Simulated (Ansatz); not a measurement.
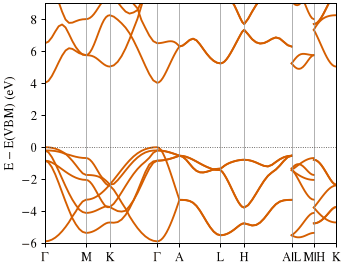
Band structure from PBE in the plane-wave PAW code Ansatz

Problem. Read off the gap and where the band edges lie.

Solution. About 4.0 eV (4.03 eV by a search for the band edges); maximum at Γ, minimum at Γ.

The material is AlN (wurtzite, space group No. 186).

Space group P6_3mc (wurtzite). Symmetry was held in the PBE relaxation; phonons on a q-mesh show no instability.

Potentials: the later of the program's two PAW sets.
